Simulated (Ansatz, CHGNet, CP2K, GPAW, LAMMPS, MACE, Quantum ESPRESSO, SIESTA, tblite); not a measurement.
## GPAW runs on aqueous Li+ and I-, 1.5 mol of salt per kg of water at 360 K (110 atoms)

How near does GPAW come to plane waves for aqueous Li+ and I-, 1.5 mol of salt per kg of water at 360 K (110 atoms)?

Method: the method is named at each step, in GPAW 26.7.0.

## Step 1: The starting structure

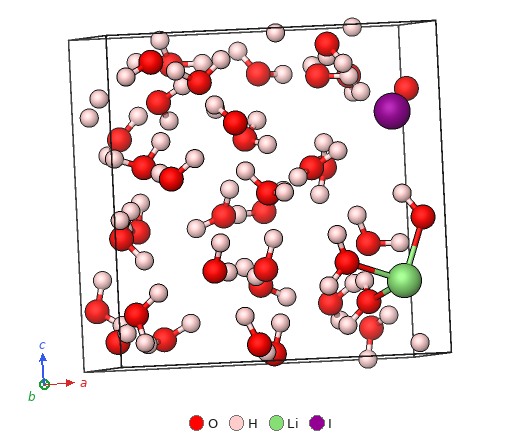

Start, viewed slightly off an axis; oxygen red, hydrogen pink, lithium green, iodine purple. Bonds to atoms that aren't drawn are left out. Some periodic images of atoms are drawn too.

The cell holds 110 atoms: 36 O, 72 H, 1 Li and 1 I. Cell: a = 10.442 Å, b = 10.442 Å, c = 10.442 Å, α = 90.0°, β = 90.0°, γ = 90.0°. 36 H2O, 1 Li+, 1 I- placed at random, at 1.14 g/cm³; overlaps pushed apart, then 10 ps at 420 K with Joung-Cheatham ions (J. Phys. Chem. B 112, 9020 (2008)); SPC/E water (Berendsen, Grigera and Straatsma, J. Phys. Chem. 91, 6269 (1987)). Snapshot after 20 ps at 360 K and fixed volume.

The yardstick, on the same geometry:

```
method                                           : Kohn-Sham DFT, PBE, SSSP efficiency 1.3.0 pseudopotentials, plane waves (Quantum ESPRESSO 7.5); sssp-pbe-1.3.0-efficiency, cutoffs 60/480 Ry, Γ point
r.m.s. force component                           : 0.5394 eV/Å
longest force                                    : 1.673 eV/Å
pressure                                         : -2.009 GPa
gap (highest filled to lowest empty level) : 3.635 eV
time                                             : 1.7 min on 2 MPI ranks of Arm Neoverse V2, shared host
CPU time                                         : 3.4 min
```

## Step 2: PBE, LCAO dzp, h 0.18 Å

Method: Kohn-Sham DFT, PBE, PAW, atomic orbitals (dzp).

run.py reads:

```python
import numpy as np
from ase.io import read
from gpaw import GPAW, FermiDirac
from ase.parallel import parprint as print

atoms = read("structure.xyz")
atoms.calc = GPAW(
    mode="lcao",
    basis="dzp",
    h=0.18,
    xc="PBE",
    kpts={"size": (1, 1, 1), "gamma": True},
    occupations=FermiDirac(0.05),
    maxiter=200,
    symmetry={"point_group": False},
    txt="gpaw.txt",
)
energy = atoms.get_potential_energy(force_consistent=True)
forces = atoms.get_forces()
print(f"energy {energy:.6f} eV")
print("forces (eV/A)")
for i, (a, f) in enumerate(zip(atoms, forces)):
    print(f"{i:4d} {a.symbol:2s} {f[0]:10.5f} {f[1]:10.5f} {f[2]:10.5f}")
print(f"Fermi level {atoms.calc.get_fermi_level():.4f} eV")
for k in range(len(atoms.calc.get_ibz_k_points())):
    for s in range(atoms.calc.get_number_of_spins()):
        e = atoms.calc.get_eigenvalues(kpt=k, spin=s)
        n = np.searchsorted(e, atoms.calc.get_fermi_level())
        print(f"k {k} spin {s} levels about the Fermi level:", np.round(e[max(n - 6, 0):n], 4).tolist(), "|", np.round(e[n:n + 6], 4).tolist())
```

structure.xyz reads:

```xyz
110
Lattice="10.44226 0.00000 0.00000 0.00000 10.44226 0.00000 0.00000 0.00000 10.44226" Properties=species:S:1:pos:R:3 pbc="T T T"
O 4.42867 0.32841 0.52002
H 4.01787 0.34574 1.43153
H 4.75133 1.24461 0.28236
O 1.91448 0.55156 5.84631
H 2.65171 0.25270 6.45227
H 1.67546 1.49993 6.05463
O 5.08538 1.64977 5.28076
H 5.48866 0.73461 5.27616
H 4.40120 1.70888 6.00764
O 7.56584 7.55832 6.06142
H 7.50861 6.91831 6.82767
H 7.32274 7.08622 5.21403
O 7.38299 6.64389 8.93200
H 7.32900 7.58338 9.27001
H 8.34128 6.36289 8.87978
O 1.44563 0.59657 9.54287
H 2.08407 10.27644 9.64844
H 0.60262 0.26878 9.11630
O 7.42413 3.98195 9.89049
H 7.82919 3.32001 9.25978
H 7.51561 4.90275 9.51133
O 4.90985 5.89142 7.04142
H 5.51717 5.12339 6.83811
H 5.38674 6.54761 7.62619
O 0.73420 1.62659 1.63881
H 1.43320 1.33703 2.29270
H 0.92205 1.21631 0.74641
O 9.87639 1.14468 4.30211
H 9.27241 1.32502 5.07849
H 0.25009 0.66173 4.61976
O 9.08665 9.99711 0.97510
H 9.56553 9.20141 1.34590
H 8.91414 9.85770 0.00000
O 6.74841 3.92055 6.03051
H 7.56479 3.62158 6.52474
H 6.21555 3.12119 5.75275
O 2.13805 6.52526 0.87026
H 1.52854 5.74397 0.73597
H 2.96571 6.22474 1.34413
O 8.65016 9.17321 8.92134
H 8.91685 8.36843 8.39098
H 8.86757 10.00066 8.40362
O 10.15468 6.53456 8.40905
H 0.34240 5.76517 8.51462
H 0.17982 7.28661 7.94426
O 0.42260 4.37562 0.83277
H 9.96808 4.42574 0.39305
H 0.61766 3.42788 1.08516
O 1.23041 8.42325 7.22949
H 1.88692 8.66718 7.94322
H 0.93897 9.24986 6.74810
O 5.15597 2.72198 0.23359
H 5.38037 2.55418 1.19355
H 5.75191 3.43926 10.31476
O 8.51681 4.75196 3.57929
H 8.17733 4.48819 4.48224
[... 50 atom lines left out ...]
H 1.73655 7.87900 5.20338
H 1.03117 6.65673 4.38189
Li 9.18679 1.08725 2.33374
I 9.14063 1.86937 7.67172
```

On the command line:

```console
$ OMP_NUM_THREADS=1 mpirun -np 2 gpaw python run.py > output.txt
```

The log of the run:

```text
energy -506.881585 eV
forces (eV/A)
   0 O    -0.04340   -0.87764   -0.14901
   1 H    -0.09492    0.29113    0.10385
   2 H    -0.16667   -0.09414    0.02758
   3 O    -0.65133   -0.82428   -0.73830
   4 H     0.33766    0.34093    0.23454
   5 H     0.29555    0.20661    0.12960
   6 O    -0.04489    1.44452   -0.13332
   7 H    -0.28923   -0.34936    0.25910
   8 H     0.66258   -0.78515   -0.10647
   9 O    -0.08507    0.23529   -0.42546
  10 H    -0.20036    0.11910   -0.38568
  11 H     0.18386   -0.16608    0.74276
  12 O    -0.58940   -0.38187   -0.26835
  13 H     0.23708   -0.35688   -0.06178
  14 H     0.64522    0.93534   -0.10435
  15 O    -0.26721    0.29404    0.08501
  16 H    -0.07669   -0.32584   -0.02010
  17 H     0.50537    0.02964    0.18552
  18 O    -0.32560    0.15389   -0.01912
  19 H     0.09330    0.26072   -0.21237
  20 H    -0.37477   -0.22694    0.10582
  21 O    -0.47001    0.49610    0.15809
  22 H     0.51240    0.09106    0.10184
  23 H     0.18500   -0.70300   -0.42791
[...]
102 O     0.08638    0.71764    0.24733
 103 H    -0.40514   -0.44420    0.12473
 104 H     0.62031   -0.59675    0.28952
 105 O     0.04055    0.06076   -0.18720
 106 H    -0.40798   -0.41747   -0.08201
 107 H     0.20278   -0.06405    0.38392
 108 Li   -0.21785   -0.00934   -0.07603
 109 I    -0.39181   -0.00952    0.14613
Fermi level -0.2740 eV
k 0 spin 0 levels about the Fermi level: [-2.7015, -2.5871, -2.4844, -2.3527, -2.2707, -1.9483] | [1.8976, 3.4413, 3.6393, 3.7519, 3.9131, 3.9161]
```

gpaw.txt:

```text
Input parameters:
  mode=LCAO(),
  basis={'default': 'dzp'},
  h=0.18,
  kpts=MonkhorstPack(size=(1, 1, 1), gamma=True),
  maxiter=200,
  occupations=Occupations(name='fermi-dirac', width=0.05, fixmagmom=False),
  symmetry=Symmetry(point_group=False),
  xc=XC(name='PBE')
Unit cell  # Å
| periodic |         x |         y |         z |   lengths |    angles |
|----------|-----------|-----------|-----------|-----------|-----------|
|      yes | 10.442260 |  0.000000 |  0.000000 | 10.442260 | 90.000000 |
|      yes |  0.000000 | 10.442260 |  0.000000 | 10.442260 | 90.000000 |
|      yes |  0.000000 |  0.000000 | 10.442260 | 10.442260 | 90.000000 |
Number of symmetries: 1
Symmetry operations  # r_c * U_cc + t_c -> r_c
|   | kind |            matrix            |
|---|------|------------------------------|
| 0 |  E   |  1, 0, 0,  0, 1, 0,  0, 0, 1 |
BZ-sampling:
  Number of BZ points: 1
  Number of IBZ points: 1
  Monkhorst-Pack size: [1, 1, 1]
  Monkhorst-Pack shift: [0, 0, 0]
[... lines left out ...]
        l=0, rc=3.3125 Bohr: 5s-dz split-valence wave
        l=1, rc=4.3750 Bohr: 5p-dz split-valence wave
        l=2, rc=7.5156 Bohr: d-type Gaussian polarization
      Number of RI-basis functions 0
Reference energy: -268113.558009  # eV
eigensolver:
density mixing:
  MSR1-Mixer
occupation numbers:
  Fermi-Dirac:
    width: 0.0500  # eV
FastPoissonSolver using
    Stencil: 6*3+1=19 point O(h^6) finite-difference Laplacian
xc functional:
  name: PBE with 2 nearest neighbor stencil
interpolation: tri-quintic # 5. degree polynomial
Initialization done in: 3.748 s
convergence criteria:
- Maximum [total energy] change in last 3 cyles: 0.0005 eV / valence electron
- Maximum integral of absolute [dens]ity change: 0.0001 electrons / valence electron
- Maximum integral of absolute [eigenst]ate change: 4e-08 eV^2 / valence electron
maximum number of iterations: 200
SCF iterations
|iter     |      energy | eigst |  dens |
|---------|-------------|-------|-------|
|iter:   1| -532.445901 |      c|       |
|iter:   2| -526.267555 |      c| -0.83 |
|iter:   3| -506.991283 |      c| -0.87 |
|iter:   4| -506.907120 |      c| -1.42 |
|iter:   5| -506.882770c|      c| -1.78 |
|iter:   6| -506.881739c|      c| -2.86 |
|iter:   7| -506.881583c|      c| -3.16 |
|iter:   8| -506.881586c|      c| -3.71 |
|iter:   9| -506.881585c|      c| -4.43c|
Converged in 9 steps
SCF loop duration: 19.127 s (2.125 s/step)
Energy contributions relative to reference atoms: (reference = -268113.558009)
Energy contributions:
  Kinetic:         435.761702
  Coulomb:        -484.370991
  Zero:              6.270904
  External:          0.000000
  Xc:             -464.543200
  Entropy:          -0.000000
  Spinorbit:         0.000000
  ----------------------------
  Free energy:    -506.881585
  Extrapolated:   -506.881585
dipole moment: (-23.483816, -33.857411, -17.211069)  # |e|*Ang
Fermi level: -0.274
Eigenvalues  # (at kpt = [0.000, 0.000, 0.000])
| band index |      eig [eV] | occ [0-2] |
|------------|---------------|-----------|
|          0 |       -22.072 |     2.000 |
|        ... |               |           |
|        140 |        -2.761 |     2.000 |
|        141 |        -2.731 |     2.000 |
[...]
|        155 |         4.472 |     0.000 |
|        ... |               |           |
|        181 |         7.705 |     0.000 |
Gap: 3.846 eV
Transition (v -> c):
  (s=0, k=0, n=147, [0.00, 0.00, 0.00]) -> (s=0, k=0, n=148, [0.00, 0.00, 0.00])
No difference between direct/indirect transitions
Force computation time: 3.888  # s
```

It took 29 s on 2 MPI ranks of Arm Neoverse V2, shared host; peak memory 1.2 GiB; 57 s of CPU time.

Banners, paths, timers and routine set-up lines are dropped from the logs unmarked, and long logs keep their key lines alone; longer cuts are marked.

Against the reference:

```yaml
r_m_s_force_component: 0.4309 eV/Å
r_m_s_difference_of_force_components: 414 meV/Å
longest_difference_of_force_vectors: 909.6 meV/Å
force_difference_over_r_m_s_force: 76.75 %
slope_of_forces_against_the_reference_s: 0.5246
correlation_of_force_components: 0.6566
spacing_of_highest_filled_and_lowest_empty_level: 3.846 eV
gap_difference: 0.2106 eV
```

This run lies far from the reference in forces at the same functional. Basis and potentials both differ; the latter hold 296 valence electrons against the reference's 298.

Length of the force difference by element (eV/Å):

```csv
element,atoms,mean,most
H,72,0.66,0.72
I,1,0.018,0.018
Li,1,0.062,0.062
O,36,0.83,0.91
```

Levels nearest the highest filled one (eV from it): -0.75, -0.64, -0.54, -0.40, -0.32, 0.00, 3.85, 5.39, 5.59, 5.70, 5.86, 5.86.

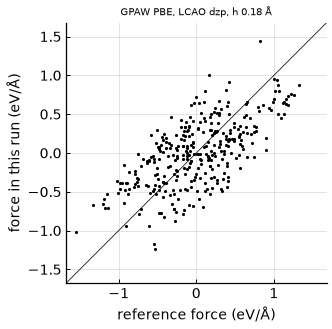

Force components against those of the reference; the line marks equality.

A closer look about H12, picked at random: 9 atoms, nearest first, numbered in the order of the input, with positions taken from that point.

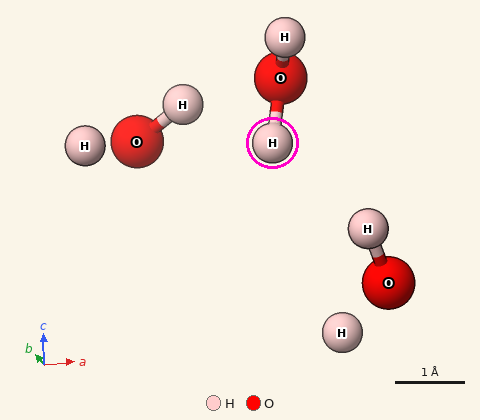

The atoms of the table, within 3.1 Å (arrows a, b, c point along x, y, z); some may hide others; the central atom is ringed.

```csv
atom,x,y,z,distance (Å),bonds,Fx,Fy,Fz (eV/Å)
H12,0.00,0.00,0.00,0.00,1,0.18,-0.17,0.74
O10,0.24,0.47,0.85,1.00,2,-0.09,0.24,-0.43
H11,0.19,-0.17,1.61,1.63,1,-0.20,0.12,-0.39
H104,-0.92,1.90,0.20,2.12,1,-0.41,-0.44,0.12
H56,0.85,-2.60,-0.73,2.83,1,0.18,0.01,-0.38
O103,-1.51,2.40,-0.44,2.87,2,0.09,0.72,0.25
H75,-2.89,-0.49,0.29,2.95,1,0.07,-0.26,0.33
H89,0.92,-0.29,-2.84,3.00,1,-0.10,0.31,-0.52
O55,1.19,-2.33,-1.63,3.09,2,-0.72,0.24,-0.30
```

Atoms are counted from 1 here, from 0 in the log.

Forces lie 77 % from the reference's, at 0.28 times its CPU time.

## Step 3: Results

```yaml
force_difference_from_the_reference: GPAW PBE, LCAO dzp, h 0.18 Å, 77 %
its_cpu_time: 57 s
```

The PBE run in local orbitals differs by 77 % (GPAW PBE, LCAO dzp, h 0.18 Å); basis, grid and potentials can all enter, and differences of this size make the forces unusable. One electronic-structure run takes under half the reference's CPU time: GPAW PBE, LCAO dzp, h 0.18 Å, at 77 % in 57 s against 3.4 min, too far off to be of use. In GPAW PBE, LCAO dzp, h 0.18 Å the difference has nearly one length on every H (0.66 eV/Å) and points along its bond, outwards: this method prefers longer bonds, and stiff bonds to hydrogen turn a small shift into a large force. At the same functional, the gap of GPAW PBE, LCAO dzp, h 0.18 Å lies 0.21 eV above the reference's 3.64 eV. With short bonds to hydrogen, sets of potentials differ among themselves by several per cent in forces even at converged cutoffs, so the reference isn't exact here either. The potentials hold different valence shells: 298 electrons in the reference, 296 in GPAW; this bears on time and differences. The network of contacts between molecules at the start is that of the classical potential that made the cell, and needn't be the one that DFT or experiment would give. The reference's PBE has no dispersion term, which matters for the binding between molecules or layers. The density was typed from a rule of thumb and may lie off the real one at this temperature. The electronic-structure runs sample only Γ, in a cell whose shortest periodic width is 10 Å. Spin–orbit coupling is left out, which matters for the levels of the heavy elements.

[Also dropped from logs without a mark: logging warnings of Python, and SIESTA's first energy breakdown and zero terms.]

[Logs are printed without paths, hosts, clocks, repeated set-up lines and the standing remarks that a program may print on its own settings, such as how far it seeks lower states.]

[Hosts, paths, dates, database ids (printed as entryN), source tags and the programs' standing remarks are cut or masked in the printed files.]
